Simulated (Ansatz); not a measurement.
# quartet GeH3O2 at 6 levels

We compute a comparison of 6 runs (U-wB97M-V/cc-pVDZ, UCAM-B3LYP/cc-pVDZ, UHSE06/cc-pVDZ, RPA@PBE0/cc-pVDZ, UMP2/cc-pVDZ, UCCSD(T)/cc-pVDZ) of quartet GeH3O2. 

The results are computed with Ansatz 0.2.0.

55 further runs of the same task are left out: 55 set aside as unsound or not needed. Runs told in other sessions of the task aren't counted.

## 1. The molecule

The species is GeH3O2 (6 atoms), meant as a quartet with charge 0. SMILES of the parent species: `[O][GeH2][OH]`. The shape is that of a PBE0-D4/def2-TZVP optimisation. This is one conformer, not always the lowest. That shape belongs to the parent species and isn't relaxed for this state.

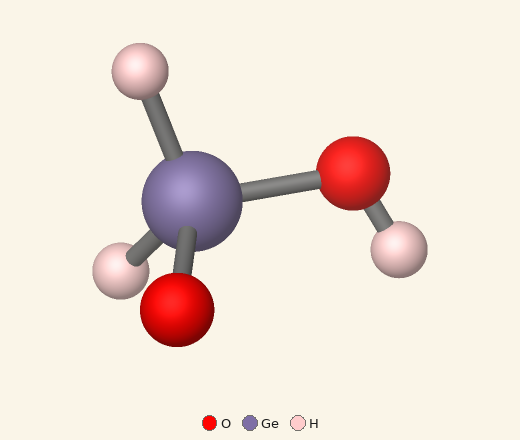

The structure, seen from a chosen angle (oxygen red, germanium purple, hydrogen pink).

## 2. A single-point energy at U-wB97M-V/cc-pVDZ (run 1)

File run.yaml:

```yaml
crystal:
  periodic: [false, false, false]
  atoms:
    - symbol: O
      position_ang: [-1.694000, -0.455900, 0.556900]
    - symbol: Ge
      position_ang: [-0.249900, 0.168600, -0.295800]
    - symbol: O
      position_ang: [1.186300, 0.124100, 0.735000]
    - symbol: H
      position_ang: [-0.134800, -0.795800, -1.489800]
    - symbol: H
      position_ang: [-0.447300, 1.647000, -0.628900]
    - symbol: H
      position_ang: [1.381600, -0.751900, 1.076400]
basis:
  gaussian:
    orbitals: cc-pVDZ
magnetization:
  spin_polarized: true
  initial_magnetization: 3
hamiltonian:
  xc: {name: wB97M-V}
accuracy: high
output: {orbitals: {seedname: orbitals}}
```

Run with:

```bash
ansatz run run.yaml --threads 1 --pin off --max-ram 2610MiB --events-out events.jsonl --progress --plain --runs-dir runs
```

What it wrote, cut to the lines that bear on the results:

```text
Warning: RAYON_NUM_THREADS=1 ignored (pool sized by the plan → 1); use --threads N
Functional definition: wB97M-V
  name "wB97M-V"
[...]
  gx(w, u) = 1 - cx + cx01*u + cx10*w
  gss(w, u) = css00 + css04*u^4 + css10*w + css20*w^2 + css43*w^4*u^3
  gos(w, u) = cos00 + cos10*w + (cos20 + cos21*u)*w^2 + (cos60 + cos61*u)*w^6
[...]
      + integral(e_c_pw_mod_opposite_spin*gos(b97_w_opposite, b97_u_opposite)) + vv10(b, c)
1529 factors; integrals over basis functions are off by at most 4.5e-9 eV
280 factors; integrals over basis functions are off by at most 1.7e-9 eV
[...]
mean field -60647.07393766 eV, -2228.7388591459 hartree, gradient 2.0e-8 eV, S^2 3.764164; 12 other end points of the search recorded, 0 dependent functions left out
reference -60647.07394145 eV, -2228.7388592853 hartree; 27, 24 occupied and 43, 46 virtual orbitals, 1529 factors
Total energy: -60647.07394145 eV, -2228.7388592853 hartree
```

Run time: 76 s. Hardware: 1 thread of AMD EPYC 9R45 (Zen 5), shared host; peak memory 0.82 GiB.

## 3. A single-point energy at UCAM-B3LYP/cc-pVDZ (run 2)

File molecule.yaml:

```yaml
crystal:
  periodic: [false, false, false]
  atoms:
    - {symbol: O, position_ang: [-1.694000, -0.455900, 0.556900]}
    - {symbol: Ge, position_ang: [-0.249900, 0.168600, -0.295800]}
    - {symbol: O, position_ang: [1.186300, 0.124100, 0.735000]}
    - {symbol: H, position_ang: [-0.134800, -0.795800, -1.489800]}
    - {symbol: H, position_ang: [-0.447300, 1.647000, -0.628900]}
    - {symbol: H, position_ang: [1.381600, -0.751900, 1.076400]}
basis:
  gaussian:
    orbitals: cc-pVDZ
accuracy: high
magnetization:
  spin_polarized: true
  initial_magnetization: 3
hamiltonian:
  xc: {name: CAM-B3LYP}
output:
  orbitals: {seedname: orbitals}
```

Run with:

```bash
ansatz run molecule.yaml --threads 1 --pin off --max-ram 2610MiB --events-out events.jsonl --progress --plain --runs-dir runs
```

What it wrote, cut to the lines that bear on the results:

```text
Warning: RAYON_NUM_THREADS=1 ignored (pool sized by the plan → 1); use --threads N
Functional definition: CAM-B3LYP
  name "CAM-B3LYP"
[...]
1529 factors; integrals over basis functions are off by at most 4.5e-9 eV
308 factors; integrals over basis functions are off by at most 1.7e-9 eV
[...]
mean field -60653.66113044 eV, -2228.9809340155 hartree, gradient 2.5e-8 eV, S^2 3.765539; 6 other end points of the search recorded, 0 dependent functions left out
reference -60653.66114790 eV, -2228.9809346570 hartree; 27, 24 occupied and 43, 46 virtual orbitals, 1529 factors
Total energy: -60653.66114790 eV, -2228.9809346570 hartree
```

Run time: 11 s. Hardware: 1 thread of AMD EPYC 9R45 (Zen 5), shared host; peak memory 0.38 GiB.

Runs 3 to 5 aren't shown in full; the table further down has their settings and results.

## 4. The energy at UCCSD(T)/cc-pVDZ (run 6)

File job.yaml:

```yaml
crystal:
  periodic: [false, false, false]
  atoms:
    - {symbol: O, position_ang: [-1.694000, -0.455900, 0.556900]}
    - {symbol: Ge, position_ang: [-0.249900, 0.168600, -0.295800]}
    - {symbol: O, position_ang: [1.186300, 0.124100, 0.735000]}
    - {symbol: H, position_ang: [-0.134800, -0.795800, -1.489800]}
    - {symbol: H, position_ang: [-0.447300, 1.647000, -0.628900]}
    - {symbol: H, position_ang: [1.381600, -0.751900, 1.076400]}
basis:
  gaussian:
    orbitals: cc-pVDZ
magnetization:
  spin_polarized: true
  initial_magnetization: 3
correlation:
  method: ccsd_t
  frozen_orbitals: {Ge: 9, H: 0, O: 1}
accuracy: high
scf:
  omitted_lower_state_checks: [cluster_reference, increment]
```

Run with:

```bash
ansatz run job.yaml --threads 1 --pin off --max-ram 2610MiB --events-out events.jsonl --progress --plain --runs-dir runs
```

What it wrote:

```text
Warning: RAYON_NUM_THREADS=1 ignored (pool sized by the plan → 1); use --threads N
[... 18 lines left out ...]
11 core orbitals not correlated: weight in the atoms' cores, before any rotation towards them, 1.000 or more for the frozen orbitals, at most 0.000 for the correlated occupied ones
[... 56 lines left out ...]
Total energy: -60600.05521542 eV, -2227.0109529741 hartree
Checks for a lower state left out: cluster_reference, increment
```

It took 25 s on 1 thread of AMD EPYC 9R45 (Zen 5), shared host; peak memory 0.53 GiB.

## 5. Overview of the runs

```
run               level  frozen core orbitals   energy (Eh)   ⟨S²⟩  wall time
  1   U-wB97M-V/cc-pVDZ                     –  -2228.738859  3.764       76 s
  2  UCAM-B3LYP/cc-pVDZ                     –  -2228.980935  3.766       11 s
  3      UHSE06/cc-pVDZ                     –  -2228.491497  3.762      9.3 s
  4    RPA@PBE0/cc-pVDZ                    11  -2227.173260  3.763       14 s
  5        UMP2/cc-pVDZ                    11  -2226.955618  3.767        6 s
  6    UCCSD(T)/cc-pVDZ                    11  -2227.010953  3.767       25 s
```

## 6. What came out

| quantity | value |
| --- | --- |
| run 6: total energy | -2227.01095 Eh |
| run 6: correlation energy (11 core orbitals frozen) | -464.4 mEh |
| run 6: (T) correction | -11.47 mEh |
| run 6: ⟨S²⟩ of the reference determinant | 3.767 |
| run 6: T1 diagnostic | 0.027 |

What this shows: Totals of different functionals can't be ranked against each other. All runs together took 2.3 min, the longest 76 s.
